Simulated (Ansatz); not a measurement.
# Geometry relaxation, with input and output: C₂H₆ClGaO (part 1 of 2)

- system: C₂H₆ClGaO, SMILES CC[O][GaH][Cl]
- method: RKS r2SCAN/def2-SVP (Ansatz 0.2.0)

It belongs to a series of runs on one base structure; here: end point B relaxed. Figures and captions count atoms from 1; the log counts them from 0 in places.

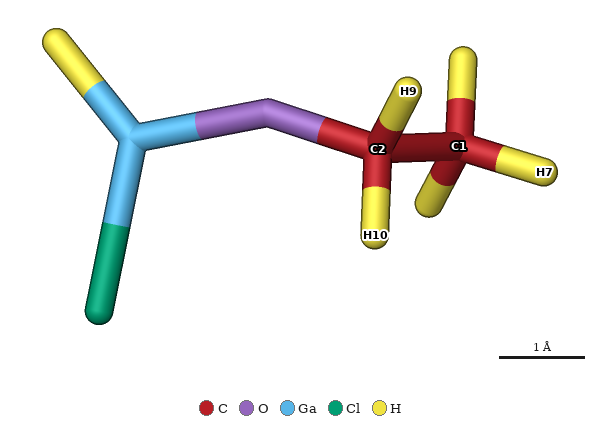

Figure 1. The structure as given in the input (stick view, seen at a tilt; atoms are numbered from 1 in the order of the input). Sticks mark near contacts.

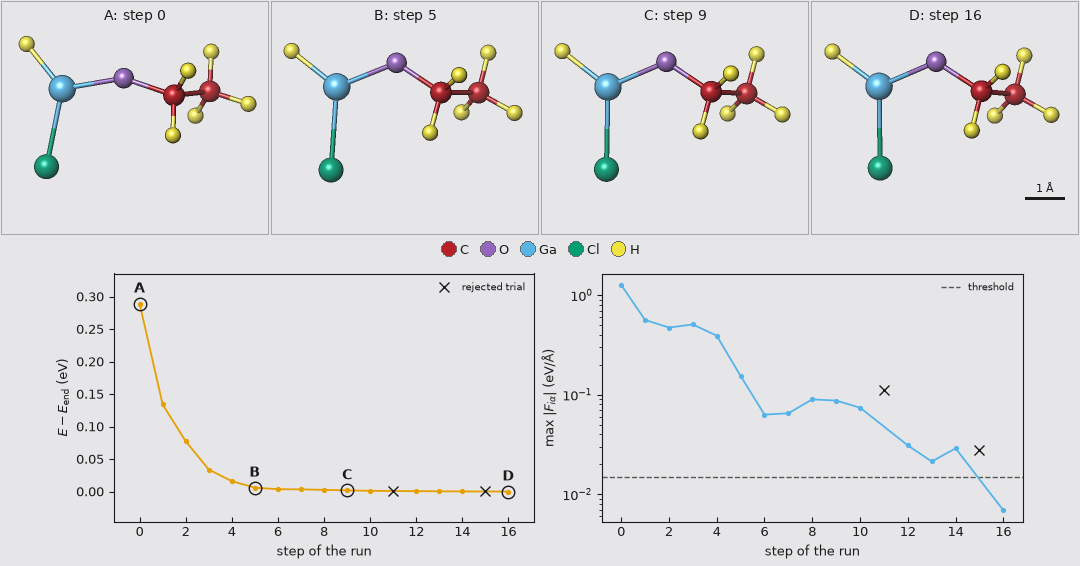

Figure 2. Frames of the relaxation (ball-and-stick view, seen at a tilt) above the curves, on which the letters mark them (the first geometry is step 0 here and step 1 in the log).

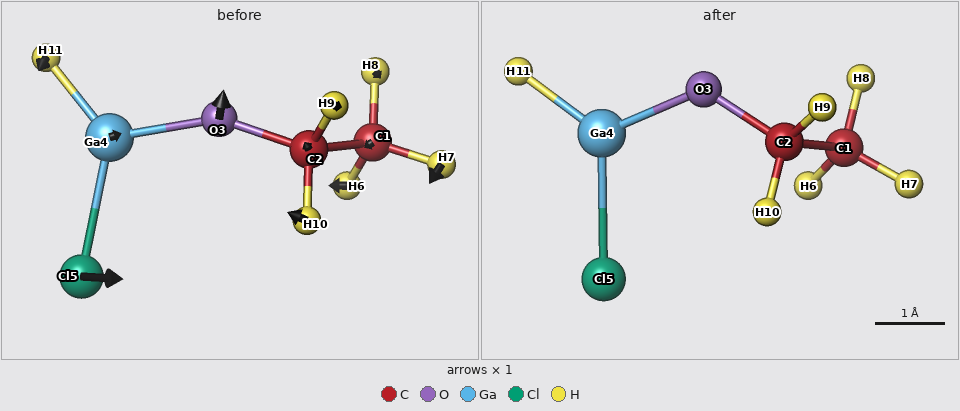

Figure 3. Before (left) and after (right) the relaxation, at one scale (ball-and-stick view, seen at a tilt). The black arrows give the displacements, at true length. The energy falls by 0.289 eV in 16 geometry steps. The largest force component goes from 1.3 to 0.0069 eV/Å. The line search rejected the trial steps at points 11, 15 (counted from 0) and went back. The atom that moves furthest after the best rigid fit is Cl5 (0.66 Å). By element the largest moves are Cl 0.66 Å, O 0.45 Å, H 0.34 Å, Ga 0.19 Å, C 0.15 Å. Among the contacts that change: Ga4–Cl5 2.067 → 2.155 Å, O3–Ga4 1.728 → 1.771 Å, C1–H6 1.090 → 1.103 Å, C2–H10 1.096 → 1.107 Å. Among the angles that change: C2–O3–Ga4 151.7° → 124.5°, O3–Ga4–Cl5 111.2° → 114.7°, Cl5–Ga4–H11 126.7° → 123.5°. (Atoms are counted from 1 in the order of the input.)

The input that produced these results follows, with the program's output.

**Input file**
```yaml
crystal:
  periodic: [false, false, false]
  atoms:
    - { symbol: C, position_ang: [0.74467, 1.42692, 0.15123] }
    - { symbol: C, position_ang: [0.21718, 0.2276, 0.92556] }
    - { symbol: O, position_ang: [-0.64328, -0.55805, 0.12108] }
    - { symbol: Ga, position_ang: [-0.92245, -1.82202, -1.02365] }
    - { symbol: Cl, position_ang: [0.74509, -3.02678, -1.22948] }
    - { symbol: H, position_ang: [1.32003, 1.08706, -0.70988] }
    - { symbol: H, position_ang: [1.38213, 2.03174, 0.79099] }
    - { symbol: H, position_ang: [-0.0859, 2.03269, -0.20456] }
    - { symbol: H, position_ang: [-0.37001, 0.56641, 1.78728] }
    - { symbol: H, position_ang: [1.05479, -0.3771, 1.2913] }
    - { symbol: H, position_ang: [-2.24337, -1.93541, -1.80916] }
basis:
  gaussian: { orbitals: def2-SVP }
hamiltonian:
  xc: r2scan
relax:
  f_tol: 0.015
  max_steps: 40
```

Command:
```bash
ansatz run input.yaml --threads 2 --pin off --max-ram 3072MiB --backend cpu --events-out ev --progress --plain --runs-dir out
```

**What the program printed**
```
The last accepted step is kept in [file] (removed where the run ends without a failure and the disk answers)
Engine: ansatz 0.2.0, aarch64-unknown-linux-gnu
Functional definition: r2SCAN
  parameter k0 = 0.174
  parameter k1 = 0.065
  parameter a1 = 4.9479
  exchange = r2scan_x(k0 = k0, k1 = k1, a1 = a1)
  correlation = r2scan_c
1357 factors; their error is unknown
mean field evaluation 1: about -69095.2543 eV, gradient 6.6e1 eV
mean field evaluation 2: about -69031.4451 eV, gradient 1.7e2 eV
mean field evaluation 4: about -69104.0359 eV, gradient 1.2e1 eV
mean field evaluation 8: about -69104.3131 eV, gradient 2.9e-1 eV
mean field evaluation 16: about -69104.2470 eV, gradient 2.1e-4 eV
mean field -69104.24698496 eV, -2539.5342361563 hartree, gradient 2.2e-5 eV, S^2 0.000000; 0 other end points of the search recorded, 0 dependent functions left out
the calculation of the forces begins
reference -69104.24699724 eV, -2539.5342366074 hartree; 37, 37 occupied and 85, 85 virtual orbitals, 1357 factors
relax step   1: F+E_penalty+E_count = -69104.24698496 eV  Δ(F+E_penalty+E_count) = +0.000e0 eV  max|allowed force component| = 1.273e0 eV/Å  Δτ_max = 0.0000 Å  (29 SCF iters, accepted)
these checks for a lower state are left out or cut short: starts, cluster_reference, orbital_swaps, neighbouring_geometries, increment
1357 factors; their error is unknown
mean field -69104.40225161 eV, -2539.5399421003 hartree, gradient 9.1e-6 eV, S^2 0.000000; 0 other end points of the search recorded, 0 dependent functions left out
[... from here on the field's lines of each further geometry are left out, up to the last ...]
relax step   2: F+E_penalty+E_count = -69104.40225161 eV  Δ(F+E_penalty+E_count) = -1.553e-1 eV  max|allowed force component| = 5.646e-1 eV/Å  Δτ_max = 0.1222 Å  (31 SCF iters, accepted)
relax step   3: F+E_penalty+E_count = -69104.45880457 eV  Δ(F+E_penalty+E_count) = -5.655e-2 eV  max|allowed force component| = 4.735e-1 eV/Å  Δτ_max = 0.1095 Å  (31 SCF iters, accepted)
relax step   4: F+E_penalty+E_count = -69104.50241986 eV  Δ(F+E_penalty+E_count) = -4.362e-2 eV  max|allowed force component| = 5.087e-1 eV/Å  Δτ_max = 0.1994 Å  (36 SCF iters, accepted)
relax step   5: F+E_penalty+E_count = -69104.52021284 eV  Δ(F+E_penalty+E_count) = -1.779e-2 eV  max|allowed force component| = 3.926e-1 eV/Å  Δτ_max = 0.1755 Å  (31 SCF iters, accepted)
relax step   6: F+E_penalty+E_count = -69104.53027052 eV  Δ(F+E_penalty+E_count) = -1.006e-2 eV  max|allowed force component| = 1.547e-1 eV/Å  Δτ_max = 0.0497 Å  (32 SCF iters, accepted)
relax step   7: F+E_penalty+E_count = -69104.53260217 eV  Δ(F+E_penalty+E_count) = -2.332e-3 eV  max|allowed force component| = 6.328e-2 eV/Å  Δτ_max = 0.0310 Å  (32 SCF iters, accepted)
relax step   8: F+E_penalty+E_count = -69104.53288851 eV  Δ(F+E_penalty+E_count) = -2.863e-4 eV  max|allowed force component| = 6.524e-2 eV/Å  Δτ_max = 0.0157 Å  (33 SCF iters, accepted)
relax step   9: F+E_penalty+E_count = -69104.53363086 eV  Δ(F+E_penalty+E_count) = -7.423e-4 eV  max|allowed force component| = 9.004e-2 eV/Å  Δτ_max = 0.0725 Å  (31 SCF iters, accepted)
relax step  10: F+E_penalty+E_count = -69104.53439131 eV  Δ(F+E_penalty+E_count) = -7.605e-4 eV  max|allowed force component| = 8.750e-2 eV/Å  Δτ_max = 0.0923 Å  (31 SCF iters, accepted)
relax step  11: F+E_penalty+E_count = -69104.53508465 eV  Δ(F+E_penalty+E_count) = -6.933e-4 eV  max|allowed force component| = 7.428e-2 eV/Å  Δτ_max = 0.0583 Å  (30 SCF iters, accepted)
relax step  12: F+E_penalty+E_count = -69104.53499422 eV  Δ(F+E_penalty+E_count) = +9.043e-5 eV  max|allowed force component| = 1.122e-1 eV/Å  Δτ_max = 0.0175 Å  (31 SCF iters, rejected (line search))
relax step  13: F+E_penalty+E_count = -69104.53563395 eV  Δ(F+E_penalty+E_count) = -5.493e-4 eV  max|allowed force component| = 3.104e-2 eV/Å  Δτ_max = 0.0085 Å  (33 SCF iters, accepted)
relax step  14: F+E_penalty+E_count = -69104.53585989 eV  Δ(F+E_penalty+E_count) = -2.259e-4 eV  max|allowed force component| = 2.141e-2 eV/Å  Δτ_max = 0.0268 Å  (32 SCF iters, accepted)
relax step  15: F+E_penalty+E_count = -69104.53608414 eV  Δ(F+E_penalty+E_count) = -2.243e-4 eV  max|allowed force component| = 2.899e-2 eV/Å  Δτ_max = 0.1072 Å  (31 SCF iters, accepted)
relax step  16: F+E_penalty+E_count = -69104.53605647 eV  Δ(F+E_penalty+E_count) = +2.768e-5 eV  max|allowed force component| = 2.804e-2 eV/Å  Δτ_max = 0.0283 Å  (31 SCF iters, rejected (line search))
the calculation of the forces begins
reference -69104.53617879 eV, -2539.5448638336 hartree; 37, 37 occupied and 85, 85 virtual orbitals, 1357 factors
relax step  17: F+E_penalty+E_count = -69104.53616675 eV  Δ(F+E_penalty+E_count) = -8.261e-5 eV  max|allowed force component| = 6.923e-3 eV/Å  Δτ_max = 0.0137 Å  (33 SCF iters, accepted)
1357 factors; their error is unknown
mean field -69104.53616675 eV, -2539.5448633912 hartree, gradient 1.6e-5 eV, S^2 0.000000; 1 other end points of the search recorded, 0 dependent functions left out
the calculation of the forces begins
reference -69104.53617879 eV, -2539.5448638336 hartree; 37, 37 occupied and 85, 85 virtual orbitals, 1357 factors
Total energy: -69104.53617879 eV, -2539.5448638336 hartree
Atom 0 at     0.769693     1.285766     0.112385 Å, force     0.000118     0.002378     0.001400 eV/Å
Atom 1 at     0.077444     0.209140     0.926714 Å, force     0.001973    -0.001705    -0.001768 eV/Å
Atom 2 at    -1.025010    -0.344614     0.224565 Å, force     0.000462     0.000425    -0.002171 eV/Å
Atom 3 at    -0.902196    -1.638459    -0.977963 Å, force    -0.002723    -0.006923     0.003383 eV/Å
Atom 4 at     1.077231    -2.456532    -1.219942 Å, force     0.001410     0.001797     0.000076 eV/Å
Atom 5 at     1.219046     0.854053    -0.797441 Å, force     0.000135    -0.000391    -0.000101 eV/Å
Atom 6 at     1.575659     1.761954     0.693630 Å, force     0.000400     0.000802    -0.000019 eV/Å
Atom 7 at     0.051096     2.063981    -0.188671 Å, force    -0.000626     0.000649     0.000042 eV/Å
Atom 8 at    -0.320834     0.635899     1.864845 Å, force    -0.000650     0.000281    -0.000952 eV/Å
Atom 9 at     0.806623    -0.575710     1.207008 Å, force     0.000540    -0.000688     0.001472 eV/Å
Atom 10 at    -2.129872    -2.142418    -1.754420 Å, force    -0.001038     0.003375    -0.001361 eV/Å
Dipole moment:    -0.105948     0.112315     0.022664 e Å
```

**Trajectory as extended XYZ (Å, eV, eV/Å), 17 frames, from step=1 to step=17**
```
11
Properties=species:S:1:pos:R:3:forces:R:3 step=1 energy=-69104.24699
C     0.7447    1.4269    0.1512   -0.2865  -0.6136   0.2302
C     0.2172    0.2276    0.9256   -0.2388  -0.3020  -0.7829
O    -0.6433   -0.5581    0.1211   -0.3583   1.1149   0.6760
Ga   -0.9224   -1.8220   -1.0236   -0.8835   0.5455  -0.2075
Cl    0.7451   -3.0268   -1.2295    1.2731  -1.1387  -0.2867
H     1.3200    1.0871   -0.7099    0.2534  -0.0636  -0.3031
H     1.3821    2.0317    0.7910    0.3084   0.3226   0.2368
H    -0.0859    2.0327   -0.2046   -0.3078   0.2949  -0.1501
H    -0.3700    0.5664    1.7873   -0.0703   0.0644   0.2862
H     1.0548   -0.3771    1.2913    0.2689  -0.2051   0.1825
H    -2.2434   -1.9354   -1.8092    0.0413  -0.0193   0.1185
11
Properties=species:S:1:pos:R:3:forces:R:3 step=2 energy=-69104.40225
C     0.7429    1.4286    0.1555   -0.1118  -0.1857   0.1417
C     0.1886    0.2402    0.9255    0.1621  -0.2644  -0.4229
O    -0.6941   -0.5073    0.1216   -0.4216   0.5646   0.3108
Ga   -0.8891   -1.7962   -1.0324    0.2387  -0.2608  -0.1013
Cl    0.7950   -3.1216   -1.2882   -0.0382   0.0269  -0.0165
H     1.3088    1.0831   -0.7205    0.0752  -0.0111  -0.0808
H     1.4128    2.0208    0.7928    0.0786   0.0944   0.0446
H    -0.0763    2.0719   -0.1918   -0.0591   0.0784  -0.0385
H    -0.3742    0.5862    1.8086   -0.0300   0.0026   0.0717
H     1.0182   -0.3962    1.2823    0.0739  -0.0290   0.0833
H    -2.2338   -1.9565   -1.7627    0.0322  -0.0159   0.0078
11
Properties=species:S:1:pos:R:3:forces:R:3 step=3 energy=-69104.45881
C     0.7487    1.4264    0.1609    0.0079   0.0169  -0.0552
C     0.1777    0.2400    0.9060   -0.0487  -0.4735  -0.2283
O    -0.7819   -0.4419    0.1179   -0.2922   0.2703   0.0296
Ga   -0.8961   -1.7866   -1.0157    0.2172   0.0488   0.1239
Cl    0.8274   -3.0681   -1.2281   -0.0224   0.0658   0.0285
H     1.2932    1.0899   -0.7346    0.0384   0.0132  -0.0423
H     1.4465    1.9932    0.7964    0.0192   0.0071   0.0167
H    -0.0577    2.1021   -0.1618   -0.0151   0.0173   0.0063
H    -0.3325    0.5763    1.8266    0.0000  -0.0269   0.0147
H     0.9844   -0.4560    1.2033    0.0813   0.0511   0.0796
H    -2.2109   -2.0223   -1.7802    0.0144   0.0099   0.0266
11
Properties=species:S:1:pos:R:3:forces:R:3 step=4 energy=-69104.50242
C     0.7541    1.4012    0.1529    0.1204   0.2757  -0.1143
C     0.1539    0.2140    0.8672   -0.4043  -0.2546   0.0502
O    -0.9308   -0.3312    0.1017    0.5087  -0.1956   0.0637
Ga   -0.8921   -1.7436   -0.9882   -0.0269   0.1786   0.1776
Cl    0.9095   -2.9392   -1.1000   -0.1434   0.1970   0.0679
H     1.2696    1.0932   -0.7749   -0.0494   0.0093   0.0706
H     1.4888    1.9218    0.7951   -0.0629  -0.0835  -0.0775
H    -0.0365    2.1249   -0.1197    0.1028  -0.1118   0.0555
H    -0.2756    0.5366    1.8412    0.0911  -0.0983  -0.1885
H     0.9363   -0.5482    1.0891   -0.2083   0.1064  -0.1047
H    -2.1785   -2.0765   -1.7736    0.0721  -0.0231  -0.0005
```
